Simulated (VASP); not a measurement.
# Ta2C: convergence with the precision settings and SCF threshold

A convergence test on Ta2C: the precision settings and SCF threshold. The atoms are off their equilibrium sites, so that forces can be compared too. The series runs use PBEsol. The precision settings tried: PREC = Low; PREC = Medium; PREC = Normal; PREC = Single; PREC = Accurate; LREAL = Auto; ADDGRID = .TRUE.; LASPH = .FALSE.. The SCF threshold tried: EDIFF = 0.01; EDIFF = 0.001; EDIFF = 1E-04; EDIFF = 1E-05; EDIFF = 1E-06; EDIFF = 1E-08. The atoms of the start are displaced at random from the sites of a P-3m1 cell.

Main program and level: VASP 6.6.1; PBEsol; plane waves and PAW (Ta_pv, C).

### Step 1. The structure

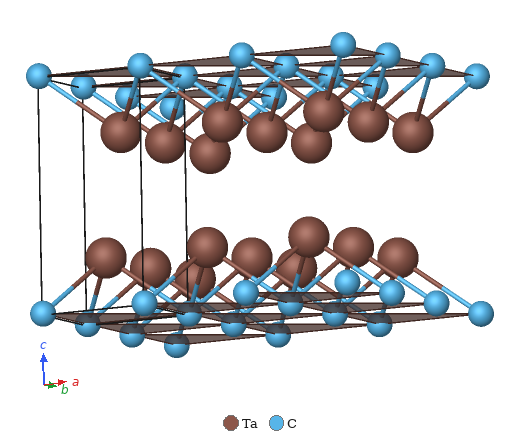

Start, viewed slightly off an axis; tantalum brown, carbon blue. 3×3×1 cells are drawn. Bonds to atoms that aren't drawn are left out. Some periodic images of atoms are drawn too.

Coordinates:

```cif
data_structure
_symmetry_space_group_name_H-M 'P1'
_symmetry_Int_Tables_number 1
_cell_length_a 3.1059
_cell_length_b 3.1059
_cell_length_c 4.9464
_cell_angle_alpha 90.000
_cell_angle_beta 90.000
_cell_angle_gamma 120.000
_cell_volume 41.32
loop_
_atom_site_label
_atom_site_type_symbol
_atom_site_symmetry_multiplicity
_atom_site_Wyckoff_symbol
_atom_site_fract_x
_atom_site_fract_y
_atom_site_fract_z
_atom_site_occupancy
Ta1 Ta 1 a 0.34532 0.67476 0.25579 1
Ta2 Ta 1 a 0.66319 0.33288 0.75515 1
C1 C 1 a 0.01100 0.99955 0.00600 1
```

### Step 2. Precision settings: PREC = Low

PREC sets the FFT grids, and LREAL, ADDGRID and LASPH trade speed for accuracy. PBEsol restores the gradient expansion of exchange and is tuned for the cells of solids.

File INCAR:

```
SYSTEM = Ta2C
PREC = Low
ENCUT = 520
EDIFF = 1E-06
NELM = 100
ISMEAR = -1
SIGMA = 0.05
LREAL = .FALSE.
ALGO = Normal
GGA = PS
NBANDS = 19
LASPH = .TRUE.
LORBIT = 11
LWAVE = .FALSE.
LCHARG = .FALSE.
KPAR = 4
ISIF = 2
```

File POSCAR:

```
Ta2C
1.0
    3.1059000000      0.0000000000      0.0000000000
   -1.5529500000      2.6897883016      0.0000000000
    0.0000000000      0.0000000000      4.9464000000
Ta C
2 1
Direct
    0.3453200000      0.6747570000      0.2557890000
    0.6631940000      0.3328790000      0.7551480000
    0.0109990000     -0.0004500000      0.0059950000
```

File KPOINTS:

```
Automatic mesh
0
Gamma
8 8 5
0 0 0
```

The projector-augmented-wave data sets are Ta_pv and C (PBE family, release 64).

Command:

```
> mpirun -np 4 vasp_std
```

Output:

```text
[banner, memory and clock lines left out]
running    4 mpi-ranks, on    1 nodes
 distrk:  each k-point on    1 cores,    4 groups
 distr:  one band on    1 cores,    1 groups

 POSCAR found type information on POSCAR TaC
 POSCAR found :  2 types and       3 ions
|                                                                             |
|               ----> ADVICE to this user running VASP <----                  |
|                                                                             |
|     You enforced a specific xc type in the INCAR file but a different       |
|     [... a line on the potential file left out ...]
|     I HOPE YOU KNOW WHAT YOU ARE DOING!                                     |
|                                                                             |

 LDA part: xc-table for (Slater+PW92), standard interpolation
 POSCAR, INCAR and KPOINTS ok, starting setup
 FFT: planning ... GRIDC
 FFT: planning ... GRID_SOFT
 FFT: planning ... GRID
 WAVECAR not read
 entering main loop
       N       E                     dE             d eps       ncg     rms          rms(c)
DAV:   1     0.195777272558E+03    0.19578E+03   -0.15053E+04  6156   0.143E+03
DAV:   2    -0.326624348087E+02   -0.22844E+03   -0.22394E+03  7003   0.389E+02
DAV:   3    -0.405725465383E+02   -0.79101E+01   -0.78320E+01  8015   0.647E+01
DAV:   4    -0.406670327333E+02   -0.94486E-01   -0.93724E-01  7763   0.676E+00
DAV:   5    -0.406679748150E+02   -0.94208E-03   -0.94139E-03  7720   0.611E-01    0.283E+01
DAV:   6    -0.369323564646E+02    0.37356E+01   -0.20068E+01  7358   0.252E+01    0.121E+01
DAV:   7    -0.367232775574E+02    0.20908E+00   -0.13743E+00  6880   0.741E+00    0.563E+00
DAV:   8    -0.366799043545E+02    0.43373E-01   -0.17238E-01  7418   0.288E+00    0.531E-01
DAV:   9    -0.366757105857E+02    0.41938E-02   -0.24237E-02  7442   0.947E-01    0.179E-01
DAV:  10    -0.366753475100E+02    0.36308E-03   -0.29952E-03  7987   0.495E-01    0.701E-02
DAV:  11    -0.366753370444E+02    0.10466E-04   -0.34244E-04  8180   0.198E-01    0.365E-02
DAV:  12    -0.366753171929E+02    0.19851E-04   -0.18208E-04  6876   0.790E-02    0.195E-02
DAV:  13    -0.366753156216E+02    0.15713E-05   -0.17097E-05  6913   0.248E-02    0.575E-03
DAV:  14    -0.366753154279E+02    0.19371E-06   -0.11039E-06  3764   0.941E-03
   1 F= -.36675315E+02 E0= -.36671710E+02  d E =-.721108E-02
```

It took 27 s on 4 MPI ranks of AMD EPYC 7R43, shared host; peak memory 0.67 GiB.

The logs omit lines about the potential files and the build; timing stands in the text.

OUTCAR, selected parts (step 2):

```text
ion  position               nearest neighbor table
   1  0.345  0.675  0.256-   3 2.16   3 2.18   3 2.20   2 3.04   2 3.04   2 3.04   2 3.05   2 3.08
                             2 3.08
   2  0.663  0.333  0.755-   3 2.15   3 2.18   3 2.21   1 3.04   1 3.04   1 3.04   1 3.05   1 3.08
                             1 3.08
   3  0.011  1.000  0.006-   2 2.15   1 2.16   1 2.18   2 2.18   1 2.20   2 2.21

  LATTYP: Found a hexagonal cell.
 ALAT       =     3.1059000000
 C/A-ratio  =     1.5925818603

 Subroutine GETGRP returns: Found  1 space group operations
 (whereof  1 operations were pure point group operations)

The static configuration has the point symmetry C_1 .

 Found    162 irreducible k-points:

   k-points           NKPTS =    162   k-points in BZ     NKDIM =    162   number of bands    NBANDS=     19

   dimension x,y,z NGX =    18 NGY =   18 NGZ =   28
   dimension x,y,z NGXF=    20 NGYF=   20 NGZF=   30

   ENCUT  =  520.0 eV  38.22 Ry    6.18 a.u.   5.77  5.77  9.20*2*pi/ulx,y,z

   NELECT =      26.0000    total number of electrons

 k-points in reciprocal lattice and weights: Automatic mesh
   0.00000000  0.00000000  0.00000000       0.003
   0.12500000  0.00000000  0.00000000       0.006
   0.00000000  0.12500000  0.00000000       0.006
  -0.12500000  0.12500000  0.00000000       0.006
   0.25000000  0.00000000  0.00000000       0.006
   0.00000000  0.25000000  0.00000000       0.006
  -0.25000000  0.25000000  0.00000000       0.006
   0.37500000  0.00000000  0.00000000       0.006
   0.00000000  0.37500000  0.00000000       0.006
[...]
0.25000000  0.37500000  0.40000000       0.006
  -0.37500000 -0.37500000  0.40000000       0.006

 average (electrostatic) potential at core
       1 -35.9409       2 -35.9427       3 -48.4533

 E-fermi :   6.3559

 k-point     1 :       0.0000    0.0000    0.0000
  band No.  band energies     occupation
    ...
      8      -0.4862      2.00000
      9       2.7078      2.00000
     10       2.7300      2.00000
     11       3.4079      2.00000
     12       6.3364      1.19306
     13       6.8569      0.00009
     14       6.9068      0.00003
     15       7.4104      0.00000
     16       7.6029      0.00000
     17       8.6938      0.00000
    ...

 k-point     2 :       0.1250    0.0000    0.0000
  band No.  band energies     occupation
    ...
      8      -0.0540      2.00000
      9       1.6121      2.00000
     10       2.7811      2.00000
     11       3.9469      2.00000
     12       5.7739      1.99998
     13       6.4958      0.11485
     14       7.0900      0.00000
     15       7.1268      0.00000
     16       7.3629      0.00000
     17       9.2089      0.00000
    ...

 k-point     3 :       0.0000    0.1250    0.0000
  band No.  band energies     occupation
    ...
      8      -0.0559      2.00000
      9       1.6480      2.00000
     10       2.7520      2.00000
     11       3.9248      2.00000
     12       5.7960      1.99997
     13       6.4506      0.26163
     14       7.0768      0.00000
     15       7.2002      0.00000
     16       7.3373      0.00000
     17       9.3091      0.00000
    ...

  Total       -0.3901119     -0.4328535     -0.5359379      0.0174577     -0.2268459     -0.3146271
  in kB      -15.1253338    -16.7825009    -20.7792666      0.6768672     -8.7952200    -12.1986542
  external PRESSURE =     -17.5623671 kB  Pullay stress =       0.0000000 kB

  energy-cutoff  :      520.00
  volume of cell :       41.32
      direct lattice vectors                 reciprocal lattice vectors
     3.105900000  0.000000000  0.000000000     0.321967868  0.185888235  0.000000000
    -1.552950000  2.689788302  0.000000000     0.000000000  0.371776470  0.000000000
     0.000000000  0.000000000  4.946400000     0.000000000  0.000000000  0.202167233

 POSITION                                       TOTAL-FORCE (eV/Angst)
 -----------------------------------------------------------------------------------
      0.02467      1.81495      1.26523         0.095260     -0.220082      0.376070
      1.54287      0.89537      3.73526         0.427164      0.018045     -0.338509
     -1.51809      2.68858      0.02965        -0.522424      0.202037     -0.037560
 -----------------------------------------------------------------------------------
    total drift:                                0.000155     -0.002256     -0.000429

  FREE ENERGIE OF THE ION-ELECTRON SYSTEM (eV)
  ---------------------------------------------------
  free  energy   TOTEN  =       -36.6753154279 eV

  energy  without entropy=      -36.6681043475  energy(sigma->0) =      -36.67170989

 total charge
# of ion       s       p       d       tot
------------------------------------------
    1        0.330   6.253   2.337   8.920
    2        0.330   6.252   2.336   8.918
    3        0.876   1.585   0.000   2.460
--------------------------------------------------
tot          1.536  14.089   4.673  20.298

[... 3 further parts left out ...]
```

The k-mesh is coarse for a metal. The PAW data sets were made with PBE, which is usual practice but a small mismatch for other functionals.

This step gave:

```yaml
scf_cycles: 14
electrons: 26
bands: 19
irreducible_k_points: 162
symmetry_operations: 1
free_energy_toten: -36.68 eV
energy_at_zero_smearing: -36.67 eV
fermi_energy: 6.356 eV
pressure: -1.756 GPa
metallic: yes
```

The series starts at -12.2239 eV an atom and -1.76 GPa, after 14 cycles in 27 s.

### Step 3. Precision settings: PREC = Medium

INCAR: that of step 2 with these lines changed.

```diff
@@ -1,3 +1,3 @@
 SYSTEM = Ta2C
-PREC = Low
+PREC = Medium
 ENCUT = 520
```

POSCAR is that of step 2.

KPOINTS is that of step 2.

Command:

```
> mpirun -np 4 vasp_std
```

Output:

```text
[banner, memory and clock lines left out]
running    4 mpi-ranks, on    1 nodes
[...]
[... a notice as in an earlier step ...]

 LDA part: xc-table for (Slater+PW92), standard interpolation
 POSCAR, INCAR and KPOINTS ok, starting setup
[...]
entering main loop
       N       E                     dE             d eps       ncg     rms          rms(c)
DAV:   1     0.195777364458E+03    0.19578E+03   -0.15053E+04  6156   0.143E+03
DAV:   2    -0.326620016410E+02   -0.22844E+03   -0.22394E+03  7003   0.389E+02
DAV:   3    -0.405720256344E+02   -0.79100E+01   -0.78319E+01  8015   0.647E+01
DAV:   4    -0.406665104049E+02   -0.94485E-01   -0.93723E-01  7763   0.676E+00
[...]
DAV:  12    -0.366749588869E+02    0.19851E-04   -0.18205E-04  6876   0.789E-02    0.195E-02
DAV:  13    -0.366749573175E+02    0.15694E-05   -0.17086E-05  6913   0.248E-02    0.575E-03
DAV:  14    -0.366749571223E+02    0.19514E-06   -0.11032E-06  3764   0.941E-03
   1 F= -.36674957E+02 E0= -.36671352E+02  d E =-.721086E-02
```

It took 26 s on 4 MPI ranks; peak memory 0.7 GiB; 1.7 min of CPU time.

Parts of OUTCAR (step 3):

```text
  Total       -0.3905825     -0.4315566     -0.5422549      0.0169816     -0.2266795     -0.3141138
  in kB      -15.1435805    -16.7322190    -21.0241895      0.6584058     -8.7887694    -12.1787518
  external PRESSURE =     -17.6333297 kB  Pullay stress =       0.0000000 kB

 POSITION                                       TOTAL-FORCE (eV/Angst)
 -----------------------------------------------------------------------------------
      0.02467      1.81495      1.26523         0.096908     -0.218280      0.374838
      1.54287      0.89537      3.73526         0.425258      0.017149     -0.338821
     -1.51809      2.68858      0.02965        -0.522166      0.201131     -0.036017
 -----------------------------------------------------------------------------------
    total drift:                                0.000492      0.000291     -0.000570

  FREE ENERGIE OF THE ION-ELECTRON SYSTEM (eV)
  ---------------------------------------------------
  free  energy   TOTEN  =       -36.6749571223 eV

  energy  without entropy=      -36.6677462650  energy(sigma->0) =      -36.67135169

[... 2 parts as in an earlier step ...]

[... 1 further part left out ...]
[key lines of the parts left out:]
E-fermi :   6.3559
```

Against the first of the series the energy moves by +0.12 meV an atom and the pressure by -0.01 GPa, after 14 cycles in 26 s.

### Step 4. Precision settings: PREC = Normal

INCAR: that of step 3 with these lines changed.

```diff
@@ -1,3 +1,3 @@
 SYSTEM = Ta2C
-PREC = Medium
+PREC = Normal
 ENCUT = 520
```

POSCAR is that of step 3.

KPOINTS is that of step 3.

Command:

```
> mpirun -np 4 vasp_std
```

Output:

```text
[... set-up lines as in an earlier step ...]
 entering main loop
       N       E                     dE             d eps       ncg     rms          rms(c)
DAV:   1     0.195777380761E+03    0.19578E+03   -0.15053E+04  6156   0.143E+03
DAV:   2    -0.326619593236E+02   -0.22844E+03   -0.22394E+03  7003   0.389E+02
DAV:   3    -0.405719769015E+02   -0.79100E+01   -0.78319E+01  8015   0.647E+01
DAV:   4    -0.406664615530E+02   -0.94485E-01   -0.93723E-01  7763   0.676E+00
[...]
DAV:  12    -0.366749254114E+02    0.19850E-04   -0.18204E-04  6876   0.789E-02    0.195E-02
DAV:  13    -0.366749238419E+02    0.15695E-05   -0.17085E-05  6913   0.248E-02    0.575E-03
DAV:  14    -0.366749236470E+02    0.19487E-06   -0.11032E-06  3764   0.941E-03
   1 F= -.36674924E+02 E0= -.36671318E+02  d E =-.721084E-02
```

Run time: 24 s. Hardware: 4 MPI ranks; peak memory 0.74 GiB.

Parts of OUTCAR (step 4):

```text
  Total       -0.3906031     -0.4313019     -0.5433744      0.0168458     -0.2268144     -0.3145135
  in kB      -15.1443791    -16.7223456    -21.0675954      0.6531408     -8.7939988    -12.1942489
  external PRESSURE =     -17.6447734 kB  Pullay stress =       0.0000000 kB

 POSITION                                       TOTAL-FORCE (eV/Angst)
 -----------------------------------------------------------------------------------
      0.02467      1.81495      1.26523         0.096093     -0.218461      0.374736
      1.54287      0.89537      3.73526         0.425428      0.017280     -0.338666
     -1.51809      2.68858      0.02965        -0.521521      0.201182     -0.036071
 -----------------------------------------------------------------------------------
    total drift:                               -0.000142      0.000101     -0.000522

  FREE ENERGIE OF THE ION-ELECTRON SYSTEM (eV)
  ---------------------------------------------------
  free  energy   TOTEN  =       -36.6749236470 eV

  energy  without entropy=      -36.6677128078  energy(sigma->0) =      -36.67131823

[... 2 parts as in an earlier step ...]

[... 1 further part left out ...]
[key lines of the parts left out:]
E-fermi :   6.3559
```

Against the first of the series the energy moves by +0.13 meV an atom and the pressure by -0.01 GPa, after 14 cycles in 24 s.

### Step 5. Precision settings: PREC = Single

INCAR: that of step 4 with these lines changed.

```diff
@@ -1,3 +1,3 @@
 SYSTEM = Ta2C
-PREC = Normal
+PREC = Single
 ENCUT = 520
```

POSCAR is that of step 4.

KPOINTS is that of step 4.

Command:

```
> mpirun -np 4 vasp_std
```

Output:

```text
[... set-up lines as in an earlier step ...]
 entering main loop
       N       E                     dE             d eps       ncg     rms          rms(c)
DAV:   1     0.195778717783E+03    0.19578E+03   -0.15053E+04  6156   0.143E+03
DAV:   2    -0.326620553072E+02   -0.22844E+03   -0.22394E+03  7003   0.389E+02
DAV:   3    -0.405721562432E+02   -0.79101E+01   -0.78319E+01  8015   0.647E+01
DAV:   4    -0.406666430425E+02   -0.94487E-01   -0.93725E-01  7763   0.676E+00
[...]
DAV:  12    -0.366750506150E+02    0.19848E-04   -0.18204E-04  6876   0.789E-02    0.195E-02
DAV:  13    -0.366750490447E+02    0.15703E-05   -0.17090E-05  6913   0.248E-02    0.575E-03
DAV:  14    -0.366750488493E+02    0.19543E-06   -0.11033E-06  3764   0.941E-03
   1 F= -.36675049E+02 E0= -.36671443E+02  d E =-.721088E-02
```

Run time: 43 s. Hardware: 4 MPI ranks; peak memory 0.69 GiB.

Parts of OUTCAR (step 5):

```text
  Total       -0.3880107     -0.4287603     -0.5423994      0.0163421     -0.2265242     -0.3145387
  in kB      -15.0438671    -16.6238028    -21.0297925      0.6336107     -8.7827471    -12.1952269
  external PRESSURE =     -17.5658208 kB  Pullay stress =       0.0000000 kB

 POSITION                                       TOTAL-FORCE (eV/Angst)
 -----------------------------------------------------------------------------------
      0.02467      1.81495      1.26523         0.095447     -0.219016      0.374950
      1.54287      0.89537      3.73526         0.426575      0.017576     -0.339292
     -1.51809      2.68858      0.02965        -0.522021      0.201439     -0.035657
 -----------------------------------------------------------------------------------
    total drift:                               -0.001094     -0.000528     -0.002108

  FREE ENERGIE OF THE ION-ELECTRON SYSTEM (eV)
  ---------------------------------------------------
  free  energy   TOTEN  =       -36.6750488493 eV

  energy  without entropy=      -36.6678379720  energy(sigma->0) =      -36.67144341

[... 2 parts as in an earlier step ...]

[... 1 further part left out ...]
[key lines of the parts left out:]
E-fermi :   6.3559
```

Against the first of the series the energy moves by +0.09 meV an atom while the pressure stays within 0.01 GPa, after 14 cycles in 43 s.

### Step 6. Precision settings: PREC = Accurate

INCAR: that of step 5 with these lines changed.

```diff
@@ -1,3 +1,3 @@
 SYSTEM = Ta2C
-PREC = Single
+PREC = Accurate
 ENCUT = 520
```

POSCAR is that of step 5.

KPOINTS is that of step 5.

Command:

```
> mpirun -np 4 vasp_std
```

Output:

```text
[... set-up lines as in an earlier step ...]
 entering main loop
       N       E                     dE             d eps       ncg     rms          rms(c)
DAV:   1     0.195778777086E+03    0.19578E+03   -0.15053E+04  6156   0.143E+03
DAV:   2    -0.326619257507E+02   -0.22844E+03   -0.22394E+03  7003   0.389E+02
DAV:   3    -0.405720089034E+02   -0.79101E+01   -0.78319E+01  8015   0.647E+01
DAV:   4    -0.406664953726E+02   -0.94486E-01   -0.93725E-01  7763   0.676E+00
[...]
DAV:  12    -0.366749416202E+02    0.19848E-04   -0.18204E-04  6876   0.789E-02    0.195E-02
DAV:  13    -0.366749400495E+02    0.15706E-05   -0.17087E-05  6913   0.248E-02    0.575E-03
DAV:  14    -0.366749398542E+02    0.19535E-06   -0.11032E-06  3764   0.941E-03
   1 F= -.36674940E+02 E0= -.36671334E+02  d E =-.721084E-02
```

Elapsed: 46 s, on 4 MPI ranks; peak memory 0.83 GiB.

Parts of OUTCAR (step 6):

```text
  Total       -0.3907700     -0.4313928     -0.5431068      0.0169613     -0.2267473     -0.3145670
  in kB      -15.1508509    -16.7258698    -21.0572212      0.6576210     -8.7913967    -12.1963222
  external PRESSURE =     -17.6446473 kB  Pullay stress =       0.0000000 kB

 POSITION                                       TOTAL-FORCE (eV/Angst)
 -----------------------------------------------------------------------------------
      0.02467      1.81495      1.26523         0.095845     -0.218575      0.375066
      1.54287      0.89537      3.73526         0.425614      0.017346     -0.338518
     -1.51809      2.68858      0.02965        -0.521459      0.201230     -0.036548
 -----------------------------------------------------------------------------------
    total drift:                               -0.000025     -0.000019     -0.000020

  FREE ENERGIE OF THE ION-ELECTRON SYSTEM (eV)
  ---------------------------------------------------
  free  energy   TOTEN  =       -36.6749398542 eV

  energy  without entropy=      -36.6677290108  energy(sigma->0) =      -36.67133443

[... 2 parts as in an earlier step ...]

[... 1 further part left out ...]
[key lines of the parts left out:]
E-fermi :   6.3559
```

Against the first of the series the energy moves by +0.13 meV an atom and the pressure by -0.01 GPa, after 14 cycles in 46 s.

[end of part 1 of 3]

[Lines on the potential files, build, host, timing and source positions are cut from VASP's logs without a mark.]

[Logs are printed without paths, hosts, clocks, repeated set-up lines and the standing remarks that a program may print on its own settings, such as how far it seeks lower states.]

[Hosts, paths, dates, database ids (printed as entryN), source tags and the programs' standing remarks are cut or masked in the printed files.]

[A measured line is paired with the nearest computed mode of its activity, which favours agreement.]
